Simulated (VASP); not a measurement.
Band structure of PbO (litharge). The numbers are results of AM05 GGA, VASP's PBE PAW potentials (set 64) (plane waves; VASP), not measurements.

Without a dispersion term in the relaxation, distances and binding between the weakly bound layers, chains or molecules are unreliable, and so is what depends on them. Unless said otherwise, spin-orbit coupling is left out, though it shifts the bands of the heavy elements here.

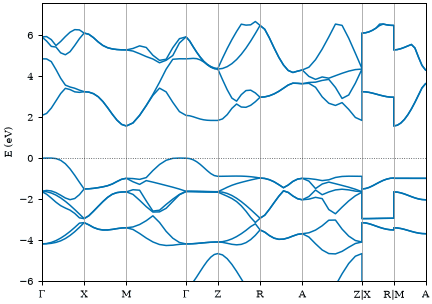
Bands along high-symmetry lines, zero at the valence-band maximum or, without a gap, the Fermi level

Question: Read the plot: is there a gap, and where are the band edges?

Answer: The gap is indirect, 1.56 eV, from the valence maximum at M-Γ at 0.89 to the conduction minimum at M. (Edges off the drawn lines would not show.)

The compound is PbO in the litharge structure. It was relaxed first, which changed the volume by +7 %.
